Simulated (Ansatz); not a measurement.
# Resistivity from frozen vibrations: Ir(111) with 4 thermally displaced layers, 2x2, part 2 of 2

Wanted: the phonon-limited resistivity of Ir at 800 K by the Landauer route.

Ansatz 0.2.0; Ansatz plane-wave DFT, PBE, PAW files; ballistic transport by layer matching (Landauer), zero bias; PAW set soft_1.

So far. Step 2 (With 4 displaced layers): Over the solved energies the transmission per spin lies between 5.13 and 5.41, out of 5.94 channels of the lead on average (up to 6.14).

### Step 3. With 8 displaced layers

System of this step: Ir(111) with 8 thermally displaced layers, 2x2. The cell holds 56 atoms: 56 Ir. Cell: a = 5.430 Å, b = 5.430 Å, c = 31.073 Å, α = 87.5°, β = 92.5°, γ = 120.0°. It derives from Ir. Regions: lead, 24 atoms (24 Ir); scattering region, 32 atoms (32 Ir). The structure is stacked along c, and the current runs across the ab planes.

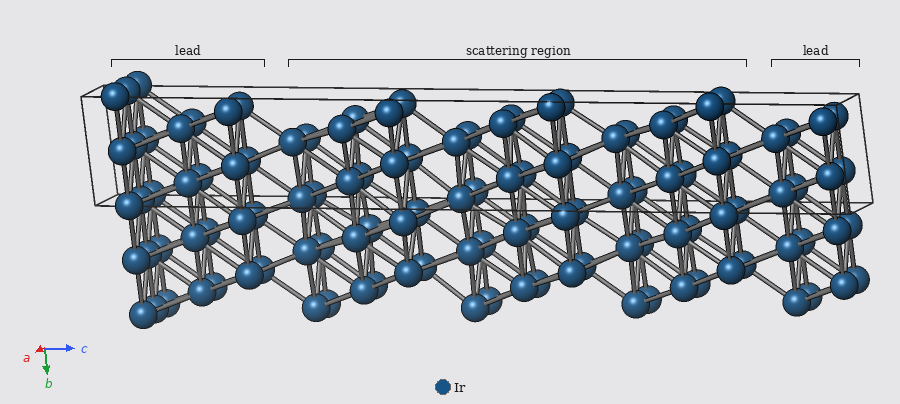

The cell of this step (iridium blue). 1×2×1 cells are drawn. Some periodic images of atoms are drawn too.

File input.yaml:

```yaml
crystal:
  lattice:
    - [5.4297315514, 0.0, 0.0]
    - [-2.7148657757, 4.7022854592, 0.0]
    - [-1.3574328878, 0.7837142432, 31.0335007294]
  atoms:
    - { symbol: Ir, position: [0.005952381, 0.994047619, 0.0357142857] }
    - { symbol: Ir, position: [0.005952381, 0.494047619, 0.0357142857] }
    - { symbol: Ir, position: [0.505952381, 0.994047619, 0.0357142857] }
    - { symbol: Ir, position: [0.505952381, 0.494047619, 0.0357142857] }
    - { symbol: Ir, position: [0.1845238095, 0.3154761905, 0.1071428571] }
    - { symbol: Ir, position: [0.1845238095, 0.8154761905, 0.1071428571] }
    - { symbol: Ir, position: [0.6845238095, 0.3154761905, 0.1071428571] }
    - { symbol: Ir, position: [0.6845238095, 0.8154761905, 0.1071428571] }
    - { symbol: Ir, position: [0.3630952381, 0.1369047619, 0.1785714286] }
    - { symbol: Ir, position: [0.3630952381, 0.6369047619, 0.1785714286] }
    - { symbol: Ir, position: [0.8630952381, 0.1369047619, 0.1785714286] }
    - { symbol: Ir, position: [0.8630952381, 0.6369047619, 0.1785714286] }
    - { symbol: Ir, position: [0.0695215462, 0.9746706914, 0.250677363] }
    - { symbol: Ir, position: [0.028756637, 0.4580702423, 0.2512442536] }
    - { symbol: Ir, position: [0.5303170507, 0.9631400099, 0.2508147447] }
    - { symbol: Ir, position: [0.5415918794, 0.4437305718, 0.2487458382] }
    - { symbol: Ir, position: [0.2087433499, 0.2645797382, 0.3247252924] }
    - { symbol: Ir, position: [0.2168417751, 0.7839585717, 0.3209384845] }
    - { symbol: Ir, position: [0.7458497144, 0.2960778463, 0.322629] }
    - { symbol: Ir, position: [0.6969091586, 0.7801967487, 0.3227244] }
    - { symbol: Ir, position: [0.4063962497, 0.0928856961, 0.3963105027] }
    - { symbol: Ir, position: [0.3806634232, 0.5926202385, 0.3946293953] }
    - { symbol: Ir, position: [0.9119241517, 0.1261782729, 0.3932144538] }
    - { symbol: Ir, position: [0.8892441191, 0.5968123287, 0.3907890327] }
    - { symbol: Ir, position: [0.0676664243, 0.9303210963, 0.4653872303] }
    - { symbol: Ir, position: [0.0872187319, 0.4126463259, 0.4674871739] }
    - { symbol: Ir, position: [0.5839779159, 0.9424495784, 0.4634654311] }
    - { symbol: Ir, position: [0.5713016391, 0.425417712, 0.4662406849] }
    - { symbol: Ir, position: [0.2536107887, 0.2371470901, 0.5331721971] }
    - { symbol: Ir, position: [0.2442265077, 0.7500228901, 0.5375901441] }
    - { symbol: Ir, position: [0.7477289288, 0.2303329128, 0.5373690112] }
    - { symbol: Ir, position: [0.7378184455, 0.7349318819, 0.5368913355] }
    - { symbol: Ir, position: [0.4123811, 0.0704929119, 0.6060404408] }
    - { symbol: Ir, position: [0.4352980035, 0.5644654156, 0.6075259358] }
    - { symbol: Ir, position: [0.9377494415, 0.0555410853, 0.6098361237] }
    - { symbol: Ir, position: [0.9480344581, 0.5756622259, 0.6093506889] }
    - { symbol: Ir, position: [0.1269301189, 0.897439218, 0.6787147054] }
    - { symbol: Ir, position: [0.0965514916, 0.3854586059, 0.6771129245] }
    - { symbol: Ir, position: [0.5991197295, 0.8903172736, 0.6774938251] }
    - { symbol: Ir, position: [0.5955010018, 0.3737733727, 0.6790801744] }
    - { symbol: Ir, position: [0.303818833, 0.2248799661, 0.7499736268] }
    - { symbol: Ir, position: [0.3120863628, 0.7255105288, 0.7521799731] }
    - { symbol: Ir, position: [0.7738355665, 0.2235952984, 0.7506437008] }
    - { symbol: Ir, position: [0.798700021, 0.7128559993, 0.750725461] }
    - { symbol: Ir, position: [0.4702380952, 0.0297619048, 0.8214285714] }
    - { symbol: Ir, position: [0.4702380952, 0.5297619048, 0.8214285714] }
    - { symbol: Ir, position: [0.9702380952, 0.0297619048, 0.8214285714] }
    - { symbol: Ir, position: [0.9702380952, 0.5297619048, 0.8214285714] }
    - { symbol: Ir, position: [0.1488095238, 0.8511904762, 0.8928571429] }
    - { symbol: Ir, position: [0.1488095238, 0.3511904762, 0.8928571429] }
    - { symbol: Ir, position: [0.6488095238, 0.8511904762, 0.8928571429] }
    - { symbol: Ir, position: [0.6488095238, 0.3511904762, 0.8928571429] }
    - { symbol: Ir, position: [0.3273809524, 0.1726190476, 0.9642857143] }
    - { symbol: Ir, position: [0.3273809524, 0.6726190476, 0.9642857143] }
    - { symbol: Ir, position: [0.8273809524, 0.1726190476, 0.9642857143] }
    - { symbol: Ir, position: [0.8273809524, 0.6726190476, 0.9642857143] }
kpoints:
  mp_grid: { grid: [5, 5, 1] }
hamiltonian:
  xc: pbe
  pseudopotentials: { kind: paw, azcp: { folder: soft_1 } }
scf:
  occupations: { method: fermi_dirac, width: 0.1 }
output:
  transmission:
    leads: [[0, 4]]
    kmesh: [10, 10]
    e_range: [-0.05, 0.05]
    de: 0.05
  write_potential: true
  write_density: true
  volumetric_format: npy
```

Command:

```bash
$ ansatz run input.yaml --threads 4 --pin off --max-ram 15360MiB --backend cpu --events-out ev --progress --plain --runs-dir out
```

Numbers of over 12 decimals in the logs are rounded to 6 here.

Log:

```text
[...]
Crystal: 56 atoms, lattice volume = 792.352 Å³
Basis set: ecut = 420 eV, 15385 PW (Γ)
Bands: 572, of which v1, the nominal top of the filled ones, is band 476 counted from 1 (475 counted from 0)
Symmetry: 1 space group operations
[...]
k-points: 13 of 25 (time reversal used)
[...]
SCF iter   1: F=—  HF=-668464.728823 eV  |F-HF|=—  |Δ(HF+E_count)|=         —  Δρ=4.95e-2  dr2=1.40e1  ethr=3.10e-3  ⟨swp⟩=5.0  Hψ=22921  notcnv=0  defer=196
[...]
SCF iter   8: F=-668460.355081 eV  HF=-668460.355081 eV  |F-HF|=2.83e-8  |Δ(HF+E_count)|=   1.27e-7  Δρ=1.91e-6  dr2=4.72e-8  ethr=1.05e-11  ⟨swp⟩=7.1  Hψ=23737  notcnv=0
SCF 1 converged in 8 iterations: F = -668460.355081 eV  dr2 = 4.72e-8
[...]
transmission: 298 of 2964 steps passed
transmission: 595 of 2964 steps passed
[...]
transmission: 2964 of 2964 steps passed
SCF converged after 8 iterations
Free energy (F): -668460.355081 eV
[...]
Internal energy: -668458.602105 eV  (E = F + TS)
E sigma→0 (E₀):  -668459.478593 eV
Entropy (-TS):   -1.752976 eV (-31.303 meV/atom)
Fermi energy:    25.836365 eV
[...]
--- Band table (eV; the first three rows and the last of 13) ---
  k-point 0: bands = [... 472 lower, 26.6443, 26.6571, 26.6679, 26.6752, 26.6805, 26.6856, 26.6953, 26.6959, ... 92 higher]
  k-point 1: bands = [... 472 lower, 26.1147, 26.1351, 26.1508, 26.1702, 26.1864, 26.2020, 26.2196, 26.2438, ... 92 higher]
  k-point 2: bands = [... 472 lower, 25.1536, 25.2019, 25.2556, 25.3595, 25.3823, 25.4367, 25.4971, 25.5187, ... 92 higher]
  k-point 12: bands = [... 472 lower, 25.7500, 25.7765, 25.8097, 25.8333, 25.8644, 25.8752, 25.9061, 25.9260, ... 92 higher]
--- Transmission ---
  basis      : 223 plane waves across, 57 finite elements along
  points     : 52, standing for a mesh of 10 x 10
[...]
channels       : 5.780000e0 a spin
[...]
junction   : crystal 0 to crystal 0, 0.70 to 29.51 Å
    transmission   : 4.338987e0 a spin
[...]
```

Wall time 7.1 min (4 threads of Intel Xeon Platinum 8488C (Sapphire Rapids), shared host); peak memory 8.8 GiB; 26 min of CPU time.

This step gave:

```
free energy                                                  : -668460.3551 eV
energy at zero smearing                                      : -668459.4786 eV
Fermi energy                                                 : 25.84 eV
transmission at the energy nearest the Fermi level, one spin : 4.339
step of the lead's Hamiltonian                               : 5 meV
```

Per spin. The transmission, zone mean by energy, zero at the Fermi level:

```tsv
energy (eV)	transmission, zone mean
-0.0500	4.42
0.0000	4.34
0.0500	4.59
```

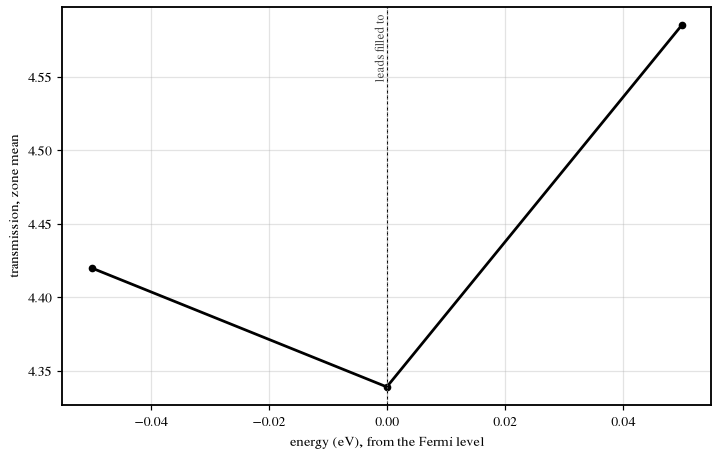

Transmission, zone mean, plotted against energy.

Over the solved energies the transmission per spin lies between 4.34 and 4.59, out of 5.94 channels of the lead on average (up to 6.14).

### Step 4. With 12 displaced layers

System of this step: Ir(111) with 12 thermally displaced layers, 2x2. The cell holds 72 atoms: 72 Ir. Cell: a = 5.430 Å, b = 5.430 Å, c = 39.900 Å, α = 90.0°, β = 90.0°, γ = 120.0°. It derives from Ir. Regions: lead, 24 atoms (24 Ir); scattering region, 48 atoms (48 Ir). The structure is stacked along c, and the current runs across the ab planes.

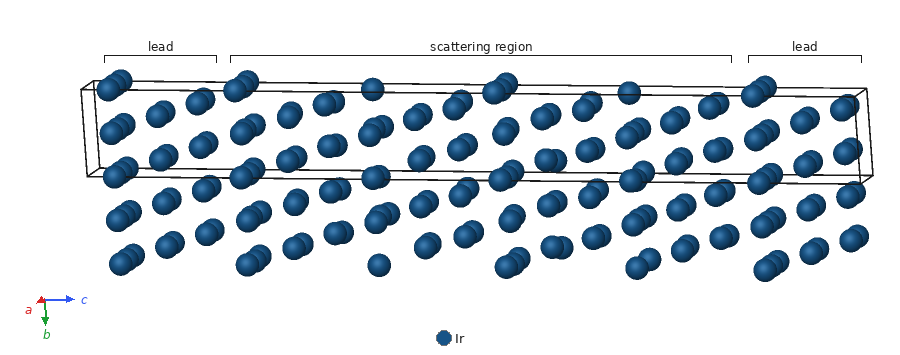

The cell of this step (iridium blue). 1×2×1 cells are drawn. Some periodic images of atoms are drawn too.

File input.yaml:

```yaml
crystal:
  lattice:
    - [5.4297315514, 0.0, 0.0]
    - [-2.7148657757, 4.7022854592, 0.0]
    - [0.0, 0.0, 39.9002152235]
  atoms:
    - { symbol: Ir, position: [0.0, 0.0, 0.0277777778] }
    - { symbol: Ir, position: [0.0, 0.5, 0.0277777778] }
    - { symbol: Ir, position: [0.5, 0.0, 0.0277777778] }
    - { symbol: Ir, position: [0.5, 0.5, 0.0277777778] }
    - { symbol: Ir, position: [0.1666666667, 0.3333333333, 0.0833333333] }
    - { symbol: Ir, position: [0.1666666667, 0.8333333333, 0.0833333333] }
    - { symbol: Ir, position: [0.6666666667, 0.3333333333, 0.0833333333] }
    - { symbol: Ir, position: [0.6666666667, 0.8333333333, 0.0833333333] }
    - { symbol: Ir, position: [0.3333333333, 0.1666666667, 0.1388888889] }
    - { symbol: Ir, position: [0.3333333333, 0.6666666667, 0.1388888889] }
    - { symbol: Ir, position: [0.8333333333, 0.1666666667, 0.1388888889] }
    - { symbol: Ir, position: [0.8333333333, 0.6666666667, 0.1388888889] }
    - { symbol: Ir, position: [0.0012153985, 0.9955104574, 0.191641119] }
    - { symbol: Ir, position: [0.9937933175, 0.4899463512, 0.1960367842] }
    - { symbol: Ir, position: [0.4973939172, 0.001044169, 0.1931919845] }
    - { symbol: Ir, position: [0.494396366, 0.4998557363, 0.1922547554] }
    - { symbol: Ir, position: [0.1692605331, 0.3320065063, 0.2482520526] }
    - { symbol: Ir, position: [0.1438957541, 0.8397509538, 0.2495613118] }
    - { symbol: Ir, position: [0.6594481644, 0.3303793435, 0.2526777864] }
    - { symbol: Ir, position: [0.6666689273, 0.8344168286, 0.2478078083] }
    - { symbol: Ir, position: [0.3569170238, 0.178143258, 0.3071283943] }
    - { symbol: Ir, position: [0.3395828499, 0.6781328358, 0.3061023926] }
    - { symbol: Ir, position: [0.8390240565, 0.1647629291, 0.3033828006] }
    - { symbol: Ir, position: [0.8323768446, 0.6424628173, 0.3052018492] }
    - { symbol: Ir, position: [0.9912620187, 0.9869551647, 0.3620149562] }
    - { symbol: Ir, position: [0.9950975266, 0.4945353407, 0.3618774439] }
    - { symbol: Ir, position: [0.5035244596, 0.017374348, 0.3616292141] }
    - { symbol: Ir, position: [0.4827014932, 0.4756797529, 0.3591832663] }
    - { symbol: Ir, position: [0.1781236575, 0.3327003418, 0.4162492934] }
    - { symbol: Ir, position: [0.1764456388, 0.8172890457, 0.4158033101] }
    - { symbol: Ir, position: [0.6652143517, 0.3406676565, 0.4156885059] }
    - { symbol: Ir, position: [0.6499824222, 0.8132549847, 0.4177418485] }
    - { symbol: Ir, position: [0.3390866994, 0.160707808, 0.4724630124] }
    - { symbol: Ir, position: [0.3163793908, 0.6607648926, 0.4742535502] }
    - { symbol: Ir, position: [0.8492535191, 0.195566334, 0.4710617697] }
    - { symbol: Ir, position: [0.8383967108, 0.6642211409, 0.4730563314] }
    - { symbol: Ir, position: [0.9964119481, 0.9929801355, 0.526498767] }
    - { symbol: Ir, position: [0.0327302057, 0.4990325131, 0.5248048859] }
    - { symbol: Ir, position: [0.4972145011, 0.0084814024, 0.5270406825] }
    - { symbol: Ir, position: [0.5210068791, 0.5125387095, 0.5275532054] }
    - { symbol: Ir, position: [0.1552668348, 0.3207645687, 0.5823014667] }
    - { symbol: Ir, position: [0.1582410349, 0.8483987775, 0.5856782898] }
    - { symbol: Ir, position: [0.6456684329, 0.3185520035, 0.5807262539] }
    - { symbol: Ir, position: [0.6367972346, 0.7944770665, 0.581649425] }
    - { symbol: Ir, position: [0.3452206786, 0.1623427492, 0.6401486876] }
    - { symbol: Ir, position: [0.339048238, 0.6886903436, 0.6391825692] }
    - { symbol: Ir, position: [0.8451589219, 0.1985941991, 0.6384105636] }
    - { symbol: Ir, position: [0.8213668076, 0.6691923004, 0.6388316396] }
    - { symbol: Ir, position: [0.0057871196, 0.9884715483, 0.6956307305] }
    - { symbol: Ir, position: [0.0050617521, 0.4916480932, 0.6946850931] }
    - { symbol: Ir, position: [0.5056720964, 0.0293430334, 0.6934064261] }
    - { symbol: Ir, position: [0.4884257782, 0.4866677411, 0.6939342044] }
    - { symbol: Ir, position: [0.1714050384, 0.3429373851, 0.7491000416] }
    - { symbol: Ir, position: [0.1557949757, 0.8156148784, 0.7487802721] }
    - { symbol: Ir, position: [0.703032251, 0.3463579427, 0.7488480515] }
    - { symbol: Ir, position: [0.6460771871, 0.8211300504, 0.7499680241] }
    - { symbol: Ir, position: [0.3290540391, 0.1573556756, 0.8036589317] }
    - { symbol: Ir, position: [0.3515667629, 0.6723166691, 0.8050033803] }
    - { symbol: Ir, position: [0.8276310697, 0.1600429236, 0.8012273383] }
    - { symbol: Ir, position: [0.8278907169, 0.6532755369, 0.8040774328] }
    - { symbol: Ir, position: [0.0, 0.0, 0.8611111111] }
    - { symbol: Ir, position: [0.0, 0.5, 0.8611111111] }
    - { symbol: Ir, position: [0.5, 0.0, 0.8611111111] }
    - { symbol: Ir, position: [0.5, 0.5, 0.8611111111] }
    - { symbol: Ir, position: [0.1666666667, 0.3333333333, 0.9166666667] }
    - { symbol: Ir, position: [0.1666666667, 0.8333333333, 0.9166666667] }
    - { symbol: Ir, position: [0.6666666667, 0.3333333333, 0.9166666667] }
    - { symbol: Ir, position: [0.6666666667, 0.8333333333, 0.9166666667] }
    - { symbol: Ir, position: [0.3333333333, 0.1666666667, 0.9722222222] }
    - { symbol: Ir, position: [0.3333333333, 0.6666666667, 0.9722222222] }
    - { symbol: Ir, position: [0.8333333333, 0.1666666667, 0.9722222222] }
    - { symbol: Ir, position: [0.8333333333, 0.6666666667, 0.9722222222] }
kpoints:
  mp_grid: { grid: [5, 5, 1] }
hamiltonian:
  xc: pbe
  pseudopotentials: { kind: paw, azcp: { folder: soft_1 } }
scf:
  occupations: { method: fermi_dirac, width: 0.1 }
output:
  transmission:
    leads: [[0, 4]]
    kmesh: [10, 10]
    e_range: [-0.05, 0.05]
    de: 0.05
  write_potential: true
  write_density: true
  volumetric_format: npy
```

Log:

```text
[...]
Crystal: 72 atoms, lattice volume = 1018.738 Å³
Basis set: ecut = 420 eV, 19879 PW (Γ)
Bands: 735, of which v1, the nominal top of the filled ones, is band 612 counted from 1 (611 counted from 0)
Symmetry: 1 space group operations
[...]
k-points: 13 of 25 (time reversal used)
[...]
SCF iter   1: F=—  HF=-859453.469954 eV  |F-HF|=—  |Δ(HF+E_count)|=         —  Δρ=4.94e-2  dr2=1.81e1  ethr=3.10e-3  ⟨swp⟩=5.0  Hψ=29443  notcnv=0  defer=289
[...]
SCF iter   9: F=-859447.853937 eV  HF=-859447.853937 eV  |F-HF|=3.84e-9  |Δ(HF+E_count)|=   8.96e-9  Δρ=4.74e-7  dr2=5.05e-9  ethr=8.17e-12  ⟨swp⟩=2.0  Hψ=17557  notcnv=0
SCF 1 converged in 9 iterations: F = -859447.853937 eV  dr2 = 5.05e-9
[...]
transmission: 391 of 3900 steps passed
transmission: 781 of 3900 steps passed
[...]
transmission: 3900 of 3900 steps passed
SCF converged after 9 iterations
Free energy (F): -859447.853937 eV
[...]
Internal energy: -859445.630108 eV  (E = F + TS)
E sigma→0 (E₀):  -859446.742022 eV
Entropy (-TS):   -2.223829 eV (-30.887 meV/atom)
Fermi energy:    25.841252 eV
[...]
--- Band table (eV; the first three rows and the last of 13) ---
  k-point 0: bands = [... 608 lower, 26.6366, 26.6438, 26.6473, 26.6647, 26.6661, 26.6713, 26.6809, 26.6819, ... 119 higher]
  k-point 1: bands = [... 608 lower, 26.1377, 26.1454, 26.1531, 26.1706, 26.1756, 26.1878, 26.2018, 26.2153, ... 119 higher]
  k-point 2: bands = [... 608 lower, 25.2102, 25.2603, 25.2912, 25.3302, 25.3514, 25.3897, 25.4081, 25.4676, ... 119 higher]
  k-point 12: bands = [... 608 lower, 25.7991, 25.8244, 25.8403, 25.8516, 25.8710, 25.8915, 25.8997, 25.9198, ... 119 higher]
--- Transmission ---
  basis      : 223 plane waves across, 75 finite elements along
  points     : 52, standing for a mesh of 10 x 10
[...]
channels       : 6.020000e0 a spin
[...]
junction   : crystal 0 to crystal 0, 0.70 to 38.38 Å
    transmission   : 3.669540e0 a spin
[...]
```

Elapsed: 13 min, on 4 threads; peak memory 7.6 GiB; 46 min of CPU time.

Numbers from this step:

```
free energy                                                  : -859447.8539 eV
energy at zero smearing                                      : -859446.7420 eV
transmission at the energy nearest the Fermi level, one spin : 3.670
channels at the energy nearest the Fermi level, one spin     : 6.02
step of the lead's Hamiltonian                               : 12.1 meV
```

Per spin. Transmission, zone mean against energy, zero at the Fermi level:

```tsv
energy (eV)	transmission, zone mean
-0.0500	3.66
0.0000	3.67
0.0500	3.91
```

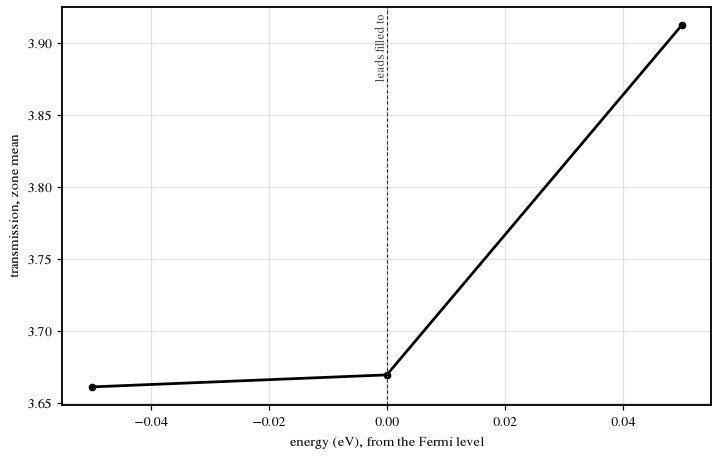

Transmission, zone mean against energy.

Over the solved energies the transmission per spin lies between 3.66 and 3.91, out of 6.06 channels of the lead on average (up to 6.26).

### Step 5. Resistance against length

This step: Ansatz plane-wave DFT, PBE, PAW files; ballistic transport by layer matching (Landauer), zero bias; resistivity from the slope of the area resistance; PAW set soft_1 (Ansatz 0.2.0).

This step gave:

```yaml
resistivity: 14.80 µΩ cm
intercept: -0.06431 fΩ m²
scatter_about_the_fit: 0.008563 fΩ m²
```

Resistance, by row:

```tsv
run	length (Å)	T	channels N	RA (fΩ m²)
n4	8.867	5.249	5.94	0.073
n8	17.73	4.448	5.94	0.1861
n12	26.6	3.748	6.06	0.3355
```

Table of area resistance by length of the displaced region:

```tsv
length of the displaced region (Å)	area resistance (fΩ m²)
8.87	0.0730
17.73	0.186
26.60	0.335
```

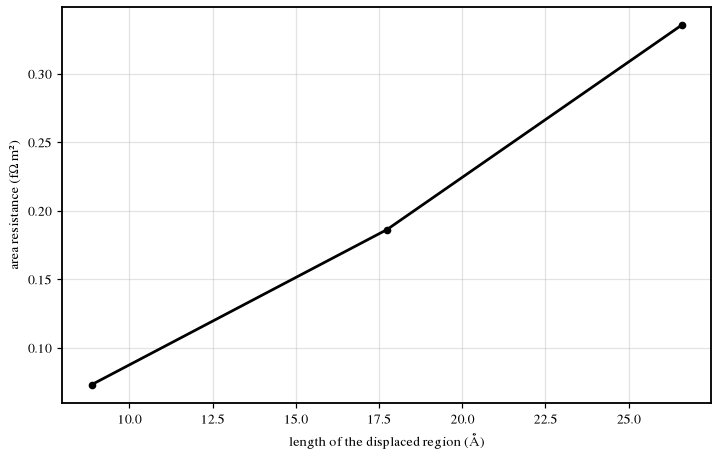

Area resistance, plotted against length of the displaced region.

The area resistance goes from 0.073 to 0.34 fΩ m² between 8.9 and 26.6 Å, a slope of 15 µΩ cm.

By hand from the end points: (0.3355 − 0.07300) fΩ m² / (26.60 − 8.87) Å = 15 µΩ cm, since 1 fΩ m² per Å is 1000 µΩ cm.

### Step 6. Results

* resistivity from the slope: 14.8 µΩ cm
* area resistance over 8.87 Å: 0.0730 fΩ m²
* area resistance over 17.7 Å: 0.186 fΩ m²
* area resistance over 26.6 Å: 0.335 fΩ m²

The slope gives 15 µΩ cm. The points scatter by 0.0086 fΩ m² about the line, with one random draw a length in a 2x2 cell, so the slope is a rough value. The mean square of the displacements drawn is 0.78, 0.99 and 1.2 of the nominal one at the three lengths; with each resistance scaled back by that, the slope is 11 µΩ cm, the value used below. The lead's own channel count moves between the runs (5.94, 5.94 and 6.06), which shifts RA and the slope too. Read with a model of isotropic scattering on a spherical Fermi surface and the lead's 1.8×10¹⁵ S/m², this slope means a mean free path near 41 Å; over these lengths the model's slope is 1.06 times its bulk resistivity, which would be 10 µΩ cm. Uncorrelated displacements put too much weight on short waves, which scatter strongly; with the sideways repeat of a small cell, one draw and three short lengths, the method is good to a factor of two or three. Spin-orbit coupling is left out, which matters for Ir.

[Logs are printed without paths, hosts, clocks, repeated set-up lines and the standing remarks that a program may print on its own settings, such as how far it seeks lower states.]

[Hosts, paths, dates, database ids (printed as entryN), source tags and the programs' standing remarks are cut or masked in the printed files.]
